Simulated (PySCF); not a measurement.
# [Nd(H2O)2]3+: other functionals and bases at one geometry

Aim: see how levels, charges and forces of [Nd(H2O)2]3+ depend on the level of theory. It is a constructed species; whether it can be made isn't addressed.

Computed with PySCF 2.14.0. Level: several levels, as the steps say, no spin–orbit coupling.

3 further runs of the same task are left out: 2 for a known fault of the program, 1 that didn't finish.

### 1 Starting geometry

7 atoms, charge 3, spin multiplicity 1.

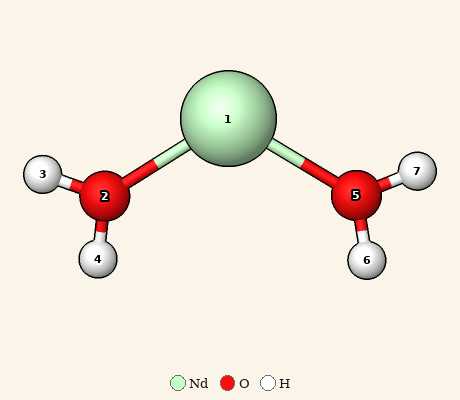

The geometry (neodymium light green, oxygen red, hydrogen white); atoms are numbered from 1 in the order of the file.

Coordinates:

```xyz
7
H4NdO2
Nd    0.1538    1.0522   -0.0064
O     0.0672   -0.1737    1.9282
H     0.1128    0.1678    2.8736
H    -0.0290   -1.1650    2.0602
O    -0.0876   -0.1741   -1.9275
H     0.0571   -1.1552   -2.0890
H    -0.3549    0.1594   -2.8390
```

Formal oxidation states: Nd +3. Each metal's 3 4f electrons lie in its core potential, so multiplicities, spins and levels count the valence alone. An earlier session relaxed this geometry at BP86, Nd lcecp-1-SVP with ECP49, O def2-SVP, H def2-SVP (singlet, point group C1).

At BP86 on the finer grid: E = -185.540266 Eh, HOMO -24.52 eV, LUMO -19.48 eV, Mulliken charge on Nd1 +2.16 e, largest force component 0.014 eV/Å. 

Levels to run: CAM-B3LYP; TPSS; M06-L; revPBE; BP86, TZVP. Hardware: 2 threads of Arm Neoverse V2, shared host.

### 2 CAM-B3LYP

Contents of run.py (the lines that set the calculation):

```python
mol = gto.M(atom='''
Nd     0.15380     1.05222    -0.00642
O      0.06717    -0.17372     1.92820
H      0.11284     0.16781     2.87361
H     -0.02904    -1.16504     2.06015
O     -0.08756    -0.17407    -1.92753
H      0.05714    -1.15519    -2.08902
H     -0.35495     0.15938    -2.83897''',
    basis={'Nd': 'lcecp-1-SVP', 'O': 'def2-SVP', 'H': 'def2-SVP'},
    ecp={'Nd': 'lcecp-1-SVP'},
    charge=3, spin=0)
mf = dft.RKS(mol, xc='CAMB3LYP')
mf.grids.atom_grid = (75, 302)  # f atoms: unpruned, at least (60, 302)
mf = mf.density_fit()  # fitting sets: Nd AutoAux, O def2-universal-JKFIT, H def2-universal-JKFIT
mf.conv_tol = 1e-08; mf.max_cycle = 55
mf.kernel(dm0)  # dm0: the density of the relaxed state
```

Run with:

```
OMP_NUM_THREADS=2 python run.py
```

What it wrote:

```text
init E= -185.3921179062
  HOMO = -1.02409521281803  LUMO = -0.62999456320016  gap/eV = 10.72402
cycle= 1 E= -185.395148976898  delta_E= -0.00303  |g|= 0.0613  |ddm|= 0.183
  HOMO = -1.00443131465087  LUMO = -0.641414759355609  gap/eV = 9.87818
cycle= 2 E= -185.394803227598  delta_E= 0.000346  |g|= 0.0765  |ddm|= 0.0919
  HOMO = -1.01566358553458  LUMO = -0.640054483735873  gap/eV = 10.22084
cycle= 3 E= -185.395873727034  delta_E= -0.00107  |g|= 0.00317  |ddm|= 0.0456
  HOMO = -1.01530684059033  LUMO = -0.639579653651539  gap/eV = 10.22406
cycle= 4 E= -185.395877316764  delta_E= -3.59e-06  |g|= 0.000883  |ddm|= 0.0044
  HOMO = -1.01525140906733  LUMO = -0.639822656361873  gap/eV = 10.21594
cycle= 5 E= -185.395877622296  delta_E= -3.06e-07  |g|= 0.000125  |ddm|= 0.00161
  HOMO = -1.01524089856896  LUMO = -0.639840096044717  gap/eV = 10.21518
cycle= 6 E= -185.395877634662  delta_E= -1.24e-08  |g|= 4.3e-05  |ddm|= 0.000331
  HOMO = -1.01524261011317  LUMO = -0.639837529200103  gap/eV = 10.21529
cycle= 7 E= -185.395877635274  delta_E= -6.12e-10  |g|= 2.9e-05  |ddm|= 6.67e-05
  HOMO = -1.01524229645867  LUMO = -0.639836687561583  gap/eV = 10.21531
Extra cycle  E= -185.395877635204  delta_E= 7.04e-11  |g|= 3.73e-05  |ddm|= 3.9e-05
converged SCF energy = -185.395877635204
```

Wall time 3.5 s (2 threads of Arm Neoverse V2, shared host).

Result: E = -185.395878 Eh, HOMO -27.63 eV, LUMO -17.41 eV, Mulliken charge on Nd1 +2.25 e, largest force component 0.416 eV/Å. 

### 3 TPSS

run.py (the lines that set the calculation): that of step 2 with these lines changed.

```diff
@@ -11,3 +11,3 @@
     charge=3, spin=0)
-mf = dft.RKS(mol, xc='CAMB3LYP')
+mf = dft.RKS(mol, xc='TPSS')
 mf.grids.atom_grid = (75, 302)  # f atoms: unpruned, at least (60, 302)
```

Run with:

```
OMP_NUM_THREADS=2 python run.py
```

What it wrote:

```text
init E= -185.50590900114
  HOMO = -0.902832877851658  LUMO = -0.70524143321565  gap/eV = 5.37674
cycle= 1 E= -185.506088875402  delta_E= -0.00018  |g|= 0.0315  |ddm|= 0.0745
  HOMO = -0.892630743240271  LUMO = -0.709260331163524  gap/eV = 4.98976
cycle= 2 E= -185.50526084053  delta_E= 0.000828  |g|= 0.0712  |ddm|= 0.0787
  HOMO = -0.899326164076211  LUMO = -0.707589741813049  gap/eV = 5.21741
cycle= 3 E= -185.506321997388  delta_E= -0.00106  |g|= 0.00196  |ddm|= 0.0494
  HOMO = -0.899370608855581  LUMO = -0.707127322250327  gap/eV = 5.23121
cycle= 4 E= -185.50632353428  delta_E= -1.54e-06  |g|= 0.000216  |ddm|= 0.00308
  HOMO = -0.899390882215173  LUMO = -0.707123978712932  gap/eV = 5.23185
cycle= 5 E= -185.506323541302  delta_E= -7.02e-09  |g|= 9.93e-05  |ddm|= 0.000195
  HOMO = -0.899390754383187  LUMO = -0.707127767963038  gap/eV = 5.23174
Extra cycle  E= -185.506323534746  delta_E= 6.56e-09  |g|= 0.000208  |ddm|= 0.000204
converged SCF energy = -185.506323534746
```

Wall time 4.1 s (2 threads of Arm Neoverse V2, shared host).

It gives: E = -185.506324 Eh, HOMO -24.47 eV, LUMO -19.24 eV, Mulliken charge on Nd1 +2.19 e, largest force component 0.167 eV/Å. 

### 4 M06-L

run.py (the lines that set the calculation): that of step 3 with these lines changed.

```diff
@@ -11,3 +11,3 @@
     charge=3, spin=0)
-mf = dft.RKS(mol, xc='TPSS')
+mf = dft.RKS(mol, xc='M06L')
 mf.grids.atom_grid = (75, 302)  # f atoms: unpruned, at least (60, 302)
```

Run with:

```
OMP_NUM_THREADS=2 python run.py
```

What it wrote:

```text
init E= -185.473661768255
  HOMO = -0.917594245937178  LUMO = -0.68887849814997  gap/eV = 6.22367
cycle= 1 E= -185.477461614592  delta_E= -0.0038  |g|= 0.065  |ddm|= 0.25
  HOMO = -0.893815168570268  LUMO = -0.699429533285075  gap/eV = 5.28950
cycle= 2 E= -185.474994239052  delta_E= 0.00247  |g|= 0.129  |ddm|= 0.159
  HOMO = -0.907116056655573  LUMO = -0.695454546492084  gap/eV = 5.75960
cycle= 3 E= -185.478532582614  delta_E= -0.00354  |g|= 0.00479  |ddm|= 0.0907
  HOMO = -0.907112808669933  LUMO = -0.693860217477852  gap/eV = 5.80290
cycle= 4 E= -185.478541949186  delta_E= -9.37e-06  |g|= 0.000693  |ddm|= 0.00865
  HOMO = -0.907139891058855  LUMO = -0.693933668616641  gap/eV = 5.80164
cycle= 5 E= -185.478542043193  delta_E= -9.4e-08  |g|= 0.000285  |ddm|= 0.000692
  HOMO = -0.907129961718181  LUMO = -0.693952870168248  gap/eV = 5.80084
cycle= 6 E= -185.478542056515  delta_E= -1.33e-08  |g|= 0.000166  |ddm|= 0.0003
  HOMO = -0.907123537106247  LUMO = -0.693959587452529  gap/eV = 5.80049
cycle= 7 E= -185.478542062054  delta_E= -5.54e-09  |g|= 1.31e-05  |ddm|= 0.00012
  HOMO = -0.907122079065966  LUMO = -0.6939598566928  gap/eV = 5.80044
Extra cycle  E= -185.478542062045  delta_E= 9.15e-12  |g|= 1.57e-05  |ddm|= 2.43e-05
converged SCF energy = -185.478542062045
```

Wall time 4.6 s (2 threads of Arm Neoverse V2, shared host).

It gives: E = -185.478542 Eh, HOMO -24.68 eV, LUMO -18.88 eV, Mulliken charge on Nd1 +2.30 e, largest force component 0.656 eV/Å. 

### 5 revPBE

run.py (the lines that set the calculation): that of step 4 with these lines changed.

```diff
@@ -11,3 +11,3 @@
     charge=3, spin=0)
-mf = dft.RKS(mol, xc='M06L')
+mf = dft.RKS(mol, xc='PBE_R,PBE')
 mf.grids.atom_grid = (75, 302)  # f atoms: unpruned, at least (60, 302)
```

Run with:

```
OMP_NUM_THREADS=2 python run.py
```

What it wrote:

```text
init E= -185.476799878129
  HOMO = -0.894340412771824  LUMO = -0.713462392741705  gap/eV = 4.92194
cycle= 1 E= -185.477019228113  delta_E= -0.000219  |g|= 0.0151  |ddm|= 0.0626
  HOMO = -0.89851004452493  LUMO = -0.713771212662277  gap/eV = 5.02700
cycle= 2 E= -185.476882505792  delta_E= 0.000137  |g|= 0.0306  |ddm|= 0.0287
  HOMO = -0.895445750920818  LUMO = -0.71394644457006  gap/eV = 4.93885
cycle= 3 E= -185.477061574185  delta_E= -0.000179  |g|= 0.00231  |ddm|= 0.021
  HOMO = -0.895589233432574  LUMO = -0.71363924184762  gap/eV = 4.95111
cycle= 4 E= -185.477063122982  delta_E= -1.55e-06  |g|= 0.000298  |ddm|= 0.00283
  HOMO = -0.895587907754766  LUMO = -0.713693434436653  gap/eV = 4.94960
cycle= 5 E= -185.477063147663  delta_E= -2.47e-08  |g|= 4.62e-05  |ddm|= 0.000446
  HOMO = -0.895586473941087  LUMO = -0.713692462903225  gap/eV = 4.94959
cycle= 6 E= -185.47706314786  delta_E= -1.97e-10  |g|= 3.57e-05  |ddm|= 5.44e-05
  HOMO = -0.895585934140486  LUMO = -0.71369114289383  gap/eV = 4.94961
Extra cycle  E= -185.47706314684  delta_E= 1.02e-09  |g|= 8.02e-05  |ddm|= 7.64e-05
converged SCF energy = -185.47706314684
```

Wall time 3 s (2 threads of Arm Neoverse V2, shared host).

Read off: E = -185.477063 Eh, HOMO -24.37 eV, LUMO -19.42 eV, Mulliken charge on Nd1 +2.16 e, largest force component 0.199 eV/Å. 

### 6 BP86, TZVP

Basis: Nd lcecp-1-TZVP with ECP49, O def2-TZVP, H def2-TZVP. 

Contents of run.py (the lines that set the calculation):

```python
mol = gto.M(atom='''
Nd     0.15380     1.05222    -0.00642
O      0.06717    -0.17372     1.92820
H      0.11284     0.16781     2.87361
H     -0.02904    -1.16504     2.06015
O     -0.08756    -0.17407    -1.92753
H      0.05714    -1.15519    -2.08902
H     -0.35495     0.15938    -2.83897''',
    basis={'Nd': 'lcecp-1-TZVP', 'O': 'def2-TZVP', 'H': 'def2-TZVP'},
    ecp={'Nd': 'lcecp-1-TZVP'},
    charge=3, spin=0)
mf = dft.RKS(mol, xc='B88,P86')
mf.grids.atom_grid = (75, 302)  # f atoms: unpruned, at least (60, 302)
mf = mf.density_fit()  # fitting sets: Nd AutoAux, O def2-universal-JKFIT, H def2-universal-JKFIT
mf.conv_tol = 1e-08; mf.max_cycle = 55
mf.kernel(dm0)  # dm0: free metal ions and neutral atoms
```

Run with:

```
OMP_NUM_THREADS=2 python run.py
```

What it wrote:

```text
init E= -176.557513718394
  HOMO = -1.51999719596788  LUMO = -0.766904546352783  gap/eV = 20.49269
cycle= 1 E= -183.002342316109  delta_E= -6.44  |g|= 4.33  |ddm|= 2.16
  HOMO = -0.66889783490773  LUMO = -0.667151305615537  gap/eV = 0.04753
cycle= 2 E= -165.464090391683  delta_E= 17.5  |g|= 6.41  |ddm|= 4.45
  HOMO = -0.978518544728765  LUMO = -0.69865249079769  gap/eV = 7.61554
cycle= 3 E= -184.980484895756  delta_E= -19.5  |g|= 1.59  |ddm|= 4.66
  HOMO = -0.949551400344056  LUMO = -0.718172260951533  gap/eV = 6.29615
cycle= 4 E= -185.680779396905  delta_E= -0.7  |g|= 0.495  |ddm|= 2.45
  HOMO = -0.891264594477944  LUMO = -0.716744250803346  gap/eV = 4.74894
cycle= 5 E= -185.719835764418  delta_E= -0.0391  |g|= 0.215  |ddm|= 0.529
  HOMO = -0.897699180308501  LUMO = -0.709921057399785  gap/eV = 5.10970
cycle= 6 E= -185.729893456932  delta_E= -0.0101  |g|= 0.0429  |ddm|=  0.2
  HOMO = -0.90155403950549  LUMO = -0.714439251800275  gap/eV = 5.09165
cycle= 7 E= -185.730298668426  delta_E= -0.000405  |g|= 0.00543  |ddm|= 0.0395
  HOMO = -0.901844094956965  LUMO = -0.714028526702769  gap/eV = 5.11072
cycle= 8 E= -185.730300247168  delta_E= -1.58e-06  |g|= 0.00551  |ddm|= 0.00533
  HOMO = -0.901885190555222  LUMO = -0.713976063524581  gap/eV = 5.11327
cycle= 9 E= -185.730305460626  delta_E= -5.21e-06  |g|= 0.000904  |ddm|= 0.0028
  HOMO = -0.901843714734579  LUMO = -0.713990095153221  gap/eV = 5.11176
cycle= 10 E= -185.730305634436  delta_E= -1.74e-07  |g|= 6.86e-05  |ddm|= 0.000554
  HOMO = -0.90184646494341  LUMO = -0.713997347097479  gap/eV = 5.11163
cycle= 11 E= -185.730305627314  delta_E= 7.12e-09  |g|= 1.74e-05  |ddm|= 5.08e-05
  HOMO = -0.901850574568281  LUMO = -0.713995989300399  gap/eV = 5.11178
Extra cycle  E= -185.730305627172  delta_E= 1.42e-10  |g|= 3.28e-05  |ddm|= 2.72e-05
converged SCF energy = -185.730305627172
```

Wall time 8 s (2 threads of Arm Neoverse V2, shared host).

It gives: E = -185.730306 Eh, HOMO -24.54 eV, LUMO -19.43 eV, Mulliken charge on Nd1 +2.38 e, largest force component 0.275 eV/Å. 

### 7 All levels side by side

| level | state | HOMO (eV) | gap (eV) | charge on Nd1 (e) | dipole (D) | largest force (eV/Å) | basis functions | time |
| --- | --- | --- | --- | --- | --- | --- | --- | --- |
| BP86 (relaxed here) | singlet | -24.52 | 5.05 | 2.16 | 2.93 | 0.01 | 81 | 6.2 s |
| CAM-B3LYP | singlet | -27.63 | 10.22 | 2.25 | 2.57 | 0.42 | 81 | 3.5 s |
| TPSS | singlet | -24.47 | 5.23 | 2.19 | 2.84 | 0.17 | 81 | 4.1 s |
| M06-L | singlet | -24.68 | 5.80 | 2.30 | 2.54 | 0.66 | 81 | 4.6 s |
| revPBE | singlet | -24.37 | 4.95 | 2.16 | 2.91 | 0.20 | 81 | 3 s |
| BP86, TZVP | singlet | -24.54 | 5.11 | 2.38 | 2.92 | 0.28 | 133 | 8 s |

Times are on 2 threads of Arm Neoverse V2, shared host; the first row also made further properties. The dipole of a charged species depends on the origin, so these sizes hold for this origin alone.

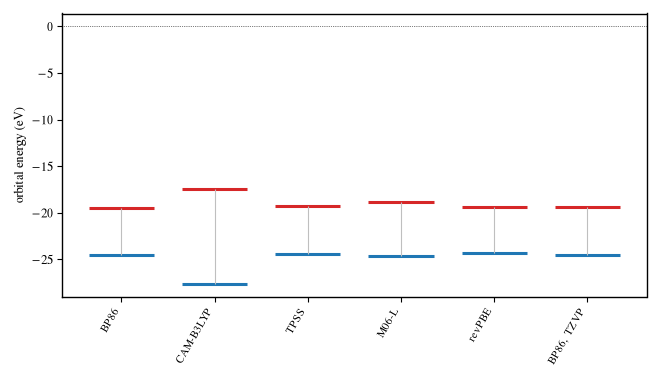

Highest filled and lowest empty level, method by method.

In one basis the HOMO–LUMO gap runs from 4.95 eV (revPBE) to 10.22 eV (CAM-B3LYP). The largest leftover force, 0.66 eV/Å with M06-L, stands at a geometry relaxed at another level. The Mulliken charge on Nd spans +2.16 to +2.38 e over the levels. With 4f in the core, its levels are missing from HOMO and gap. Total energies of different levels can't be compared. Spin–orbit coupling is left out throughout.
